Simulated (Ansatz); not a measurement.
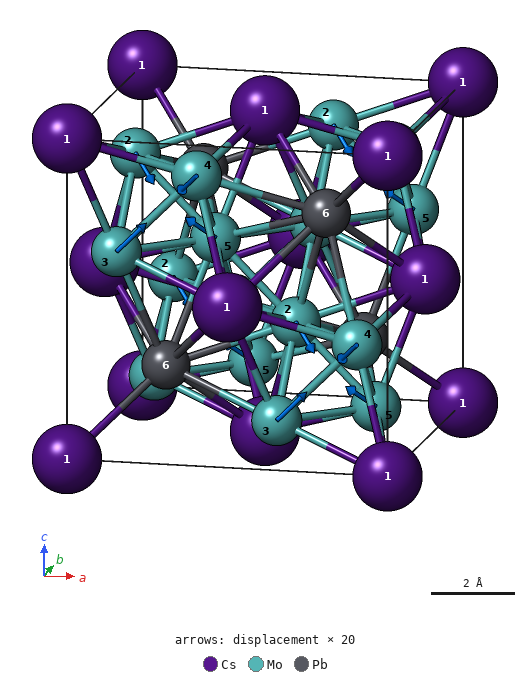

A relaxation of solid CsMo$_{4}$Pb (built on the MgInCu4 type). The starting structure is drawn; blue arrows show the displacements (the part carried along by the change of the cell is left out), 20 times their true length.

The picture is a ball-and-stick view of the conventional cell (4 times the calculation's cell), seen slightly off an axis. Lengths and directions refer to the drawn axes.

Case: MgInCu4 type (F-43m, No. 216).

These are results of DFT PBE, scalar-relativistic, plane waves, PAW (Ansatz), not measurements.

Input file:
```yaml
crystal:
  lattice:
    - [0.0, 3.9968064574, 3.9968064574]
    - [3.9968064574, 0.0, 3.9968064574]
    - [3.9968064574, 3.9968064574, 0.0]
  atoms:
    - { symbol: Cs, position: [0.0, 0.0, 0.0] }
    - { symbol: Mo, position: [0.375, 0.875, 0.375] }
    - { symbol: Mo, position: [0.375, 0.375, 0.875] }
    - { symbol: Mo, position: [0.375, 0.375, 0.375] }
    - { symbol: Mo, position: [0.875, 0.375, 0.375] }
    - { symbol: Pb, position: [0.75, 0.75, 0.75] }
basis:
  ecutwfc: 420
kpoints:
  mp_grid: { grid: [8, 8, 8] }
hamiltonian:
  xc: pbe
scf:
  occupations: { method: gaussian, width: 0.1 }
output:
  forces: true
  stress: true
  eigenvalues: true
relax:
  adjacent_minimum: "off"
  f_tol: 0.01
  max_steps: 80
  cell: { stress_tol: 0.05 }
```

Launched with:
```bash
ansatz run input.yaml --threads 1 --pin off --max-ram 2560MiB --backend cpu --events-out ev --progress --plain --runs-dir out
```

### Describe the change and its energy.

The largest moves relative to the cell, 0.054 Å, are those of Mo2, Mo3, Mo4 and Mo5. Mo4 goes along [−1 1 −1]. Pb and Cs stay in place. Cell: a = b = c 7.994 → 7.919 Å (−0.9 %). Volume −2.8 %. Among the contacts that change: Mo2–Mo3 2.826 → 2.712 Å, Mo2–Mo3 (another image) 2.826 → 2.887 Å, Cs1–Mo2 3.314 → 3.274 Å, Cs1–Pb6 3.461 → 3.429 Å. The space group stays F-43m (No. 216). The energy falls by 13.2 meV per atom in 5 accepted moves (6 points after the start). The largest force component goes from 0.15 to 0.00023 eV/Å. Pressure: −3.30 GPa at the start and 0.00 GPa at the end. The SCF was repeated once at an unchanged geometry on a basis and grid sized afresh for the cell, which shifted the energy by 0.1 meV per atom at most.
